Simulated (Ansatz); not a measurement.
Process, species as SMILES: C1=CC1 + 4 [H][H] (H2) → 3 C (CH4)
B3LYP-D3(BJ)/def2-TZVP geometries, fixed; electronic energies without zero-point terms.
Largest species:
```xyz
7

C     -0.0054     0.0051     0.8609
C     -0.0002    -0.6463    -0.4958
C      0.0065     0.6404    -0.5035
H      0.9023     0.0040     1.4624
H     -0.9206     0.0134     1.4509
H     -0.0016    -1.5779    -1.0322
H      0.0147     1.5655    -1.0509
```
Charge 0, spin multiplicity 1.

Basis-set convergence of the energy of full hydrogenation at PBE0 with Ansatz (a first-principles code). All functions are spherical. The program fits the integrals of some runs and decomposes those of others, by size. No added dispersion term, no relativity. Functions are those of the species that has most. Reference: the value in def2-QZVPPD, -146.67 kcal/mol, itself unsure by roughly 0.03 kcal/mol (its mean distance from pcseg-3, def2-QZVPP, cc-pVQZ). Deviations are taken from unrounded values.

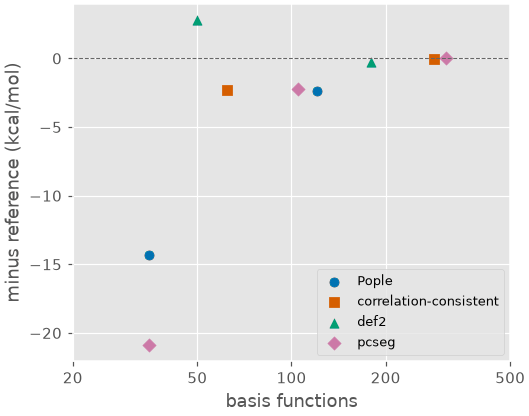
Fig. 1. Deviation from the reference against the number of basis functions, by family of sets.

```json
[
 {"basis": "6-31G", "functions": "35", "energy of full hydrogenation (kcal/mol)": "-160.96", "minus reference (kcal/mol)": "-14.29"},
 {"basis": "pcseg-0", "functions": "35", "energy of full hydrogenation (kcal/mol)": "-167.53", "minus reference (kcal/mol)": "-20.85"},
 {"basis": "def2-SV(P)", "functions": "50", "energy of full hydrogenation (kcal/mol)": "-143.90", "minus reference (kcal/mol)": "2.77"},
 {"basis": "cc-pVDZ", "functions": "62", "energy of full hydrogenation (kcal/mol)": "-149.00", "minus reference (kcal/mol)": "-2.33"},
 {"basis": "aug-pcseg-1", "functions": "105", "energy of full hydrogenation (kcal/mol)": "-148.88", "minus reference (kcal/mol)": "-2.21"},
 {"basis": "6-311++G(2d,2p)", "functions": "121", "energy of full hydrogenation (kcal/mol)": "-149.03", "minus reference (kcal/mol)": "-2.35"},
 {"basis": "def2-TZVPPD", "functions": "179", "energy of full hydrogenation (kcal/mol)": "-146.90", "minus reference (kcal/mol)": "-0.23"},
 {"basis": "cc-pVQZ", "functions": "285", "energy of full hydrogenation (kcal/mol)": "-146.74", "minus reference (kcal/mol)": "-0.07"},
 {"basis": "pcseg-3", "functions": "312", "energy of full hydrogenation (kcal/mol)": "-146.67", "minus reference (kcal/mol)": "0.00"}
]
```
